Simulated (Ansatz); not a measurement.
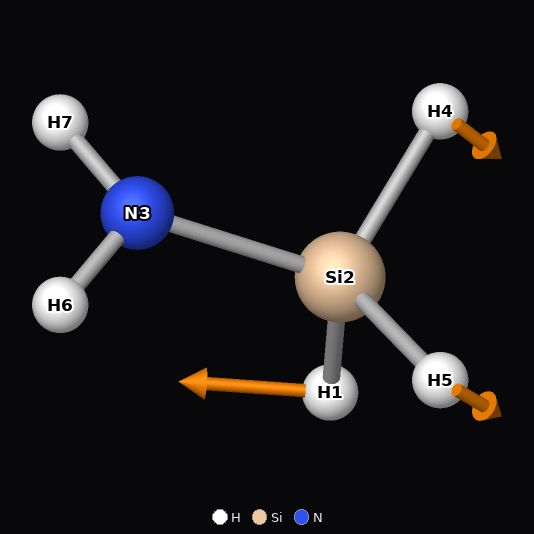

The arrows show one normal mode. Harmonic vibrations computed with RKS PBE0-D4/def2-TZVP (Ansatz 0.2.0) at a stationary point of the same level.

**Describe the motion.**

Mostly H–Si–N bending.

**At what wavenumber does it lie?**

701 cm⁻¹; it is mode 4 of 15 counted from the lowest.
